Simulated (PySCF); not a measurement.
**C$_{2}$H$_{3}$N$_{3}$Si: one change and its effect**

System: C$_{2}$H$_{3}$N$_{3}$Si, SMILES N#C[SiH](N)C#N.
Method of the first run: TDDFT PBE0/aug-cc-pVDZ, vertical, gas phase, core orbitals frozen in the response (PySCF 2.14.0).

The geometry comes from this level: PBE0-D3(BJ)/def2-SVP. Text and figures count atoms from 1; the logs count them from 0 in places.

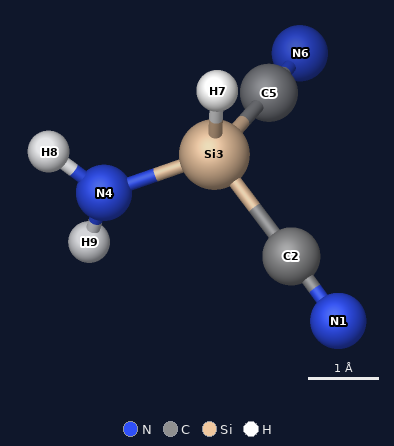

The structure as given in the input (ball-and-stick view, seen at a tilt; atoms are numbered from 1 in the order of the input).

## Input file, the first run
```
{"job": {"kind": "uv", "xc": "PBE0", "basis": "aug-cc-pVDZ"}, "charge": 0, "multiplicity": 1}
N      2.943762    -0.085980    -0.329453
C      1.825375    -0.032088    -0.029517
Si     0.033753     0.019811     0.444115
N     -0.771362    -1.273507    -0.310315
C     -0.517164     1.715312    -0.098143
N     -0.904654     2.753010    -0.441662
H     -0.126150    -0.055142     1.913522
H     -1.624659    -1.653348     0.082437
H     -0.699030    -1.445517    -1.307004
```

The first line tells a small driver script what to run in PySCF; the rest is the geometry in Å.

Command:
```bash
OMP_NUM_THREADS=1 python <driver script> task.json out
```

Hardware: 1 CPU thread, shared host.

## Output (the first run)
```
coarse grid: 8848 points
cycle   1  E = -531.2974437947  dE =  6.346e-01  |g| = 5.665e-01  |ddm| = 7.381e+00
cycle   2  E = -531.0197245238  dE =  2.777e-01  |g| = 1.239e+00  |ddm| = 2.409e+00
cycle   3  E = -531.3703176220  dE = -3.506e-01  |g| = 1.909e-01  |ddm| = 1.625e+00
cycle   4  E = -531.3774934699  dE = -7.176e-03  |g| = 5.913e-02  |ddm| = 3.220e-01
cycle   5  E = -531.3782556036  dE = -7.621e-04  |g| = 1.337e-02  |ddm| = 1.007e-01
cycle   6  E = -531.3783023511  dE = -4.675e-05  |g| = 1.805e-03  |ddm| = 2.882e-02
cycle   7  E = -531.3783025018  dE = -1.507e-07  |g| = 1.755e-03  |ddm| = 4.340e-03
final grid: 83440 points
cycle   8  E = -531.3951409858  dE = -1.219e-05  |g| = 7.136e-03  |ddm| = 8.922e-02
cycle   9  E = -531.3951176225  dE =  2.336e-05  |g| = 1.263e-02  |ddm| = 2.603e-02
cycle  10  E = -531.3951511449  dE = -3.352e-05  |g| = 2.707e-03  |ddm| = 1.728e-02
cycle  11  E = -531.3951527729  dE = -1.628e-06  |g| = 4.426e-04  |ddm| = 3.816e-03
cycle  12  E = -531.3951528150  dE = -4.215e-08  |g| = 1.578e-04  |ddm| = 8.264e-04
cycle  13  E = -531.3951528179  dE = -2.861e-09  |g| = 1.131e-04  |ddm| = 3.019e-04
cycle  14  E = -531.3951528208  dE = -2.888e-09  |g| = 1.077e-05  |ddm| = 1.457e-04
cycle  15  E = -531.3951528208  dE = -3.013e-11  |g| = 2.204e-06  |ddm| = 3.174e-05
converged SCF energy = -531.3951528208

Static polarisability (au): isotropic 63.411, principal 50.739 64.867 74.626

Singlet excitations
state   eV       nm        f      main configurations
  1   5.8369    212.4   0.03294   H->L 0.98
  2   6.3262    196.0   0.00194   H->L+1 0.94
  3   6.6643    186.0   0.00041   H-1->L 0.76
  4   6.7666    183.2   0.00385   H-2->L 0.56, H-4->L 0.11, H-2->L+1 0.10
  5   7.0364    176.2   0.00229   H->L+2 0.43, H-4->L+1 0.11, H-2->L 0.10
  6   7.0662    175.5   0.00171   H-3->L 0.46, H-1->L+1 0.25, H->L+2 0.10
  7   7.1477    173.5   0.00290   H-3->L+1 0.38, H-2->L+1 0.18
  8   7.2284    171.5   0.00298   H-4->L 0.28, H-3->L+1 0.23, H-2->L+1 0.21
  9   7.2975    169.9   0.01220   H->L+2 0.23, H->L+3 0.23, H-4->L+1 0.21
 10   7.3681    168.3   0.01673   H->L+3 0.68, H->L+2 0.12

Triplet excitations (Tamm-Dancoff, eV): 5.3549 5.6137 5.6697 5.9694
```

The input of the second run differs as follows (lines with − go, lines with + come):
```diff
-"basis": "aug-cc-pVDZ"
+"basis": "def2-TZVPD"
```

Predict how the results change.

The total energy of the second run is 50.9 kcal/mol lower, which measures the change of basis and not a stability. The HOMO goes from −8.93 to −8.99 eV. The LUMO goes from −1.76 to −1.82 eV. The number of SCF iterations is the same. The basis functions go from 169 to 255.

## Output (the second run)
```
coarse grid: 8848 points
cycle   1  E = -531.4046912505  dE =  5.880e-01  |g| = 5.968e-01  |ddm| = 2.762e+00
cycle   2  E = -531.1232655478  dE =  2.814e-01  |g| = 1.271e+00  |ddm| = 1.343e+00
cycle   3  E = -531.4780534576  dE = -3.548e-01  |g| = 2.195e-01  |ddm| = 8.082e-01
cycle   4  E = -531.4869299405  dE = -8.876e-03  |g| = 6.973e-02  |ddm| = 1.394e-01
cycle   5  E = -531.4879179787  dE = -9.880e-04  |g| = 1.695e-02  |ddm| = 5.427e-02
cycle   6  E = -531.4879827914  dE = -6.481e-05  |g| = 2.123e-03  |ddm| = 1.219e-02
cycle   7  E = -531.4879830987  dE = -3.073e-07  |g| = 1.903e-03  |ddm| = 2.333e-03
final grid: 83440 points
cycle   8  E = -531.4762600382  dE = -2.543e-05  |g| = 7.746e-03  |ddm| = 6.301e-02
cycle   9  E = -531.4762313531  dE =  2.869e-05  |g| = 1.397e-02  |ddm| = 1.244e-02
cycle  10  E = -531.4762704451  dE = -3.909e-05  |g| = 2.950e-03  |ddm| = 8.370e-03
cycle  11  E = -531.4762722538  dE = -1.809e-06  |g| = 5.360e-04  |ddm| = 1.697e-03
cycle  12  E = -531.4762723034  dE = -4.955e-08  |g| = 2.459e-04  |ddm| = 4.213e-04
cycle  13  E = -531.4762723126  dE = -9.200e-09  |g| = 1.391e-04  |ddm| = 2.050e-04
cycle  14  E = -531.4762723168  dE = -4.235e-09  |g| = 1.229e-05  |ddm| = 7.113e-05
cycle  15  E = -531.4762723169  dE = -3.740e-11  |g| = 2.754e-06  |ddm| = 1.353e-05
converged SCF energy = -531.4762723169

Static polarisability (au): isotropic 63.293, principal 50.840 64.627 74.411

Singlet excitations
state   eV       nm        f      main configurations
  1   5.8298    212.7   0.03152   H->L 0.98
  2   6.2895    197.1   0.00200   H->L+1 0.94
  3   6.6037    187.7   0.00046   H-1->L 0.76
  4   6.7048    184.9   0.00356   H-2->L 0.58, H-4->L 0.10, H-2->L+1 0.09
  5   6.9802    177.6   0.00070   H-3->L 0.30, H-1->L+1 0.23, H->L+2 0.15
  6   7.0002    177.1   0.00287   H->L+2 0.29, H-3->L 0.23, H-4->L+1 0.14
  7   7.0787    175.2   0.00235   H-3->L+1 0.41, H-2->L+1 0.16, H-1->L+1 0.09
  8   7.1556    173.3   0.00246   H-4->L 0.27, H-2->L+1 0.24, H-3->L+1 0.21
  9   7.2676    170.6   0.01415   H->L+2 0.42, H-4->L+1 0.22
 10   7.5624    163.9   0.02063   H->L+3 0.48, H-5->L 0.38

Triplet excitations (Tamm-Dancoff, eV): 5.3358 5.5664 5.6396 5.9064
```

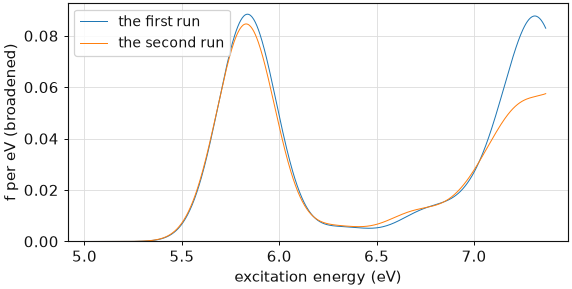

Absorption of the two runs from their computed states, each broadened by a Gaussian of 0.35 eV full width; the range ends where the shorter list of states ends.

## The two runs side by side

| quantity | the first run | the second run |
| --- | --- | --- |
| outcome | converged | converged |
| total energy (hartree) | −531.395153 | −531.476272 |
| HOMO (eV) | −8.93 | −8.99 |
| LUMO (eV) | −1.76 | −1.82 |
| dipole moment (D) | 4.84 | 4.82 |
| lowest excitation (eV) | 5.84 | 5.83 |
| SCF iterations | 15 | 15 |
| strongest computed line (eV) | 5.84 | 5.83 |
| basis functions | 169 | 255 |
| wall time (shared host) | 12 s | 20 s |
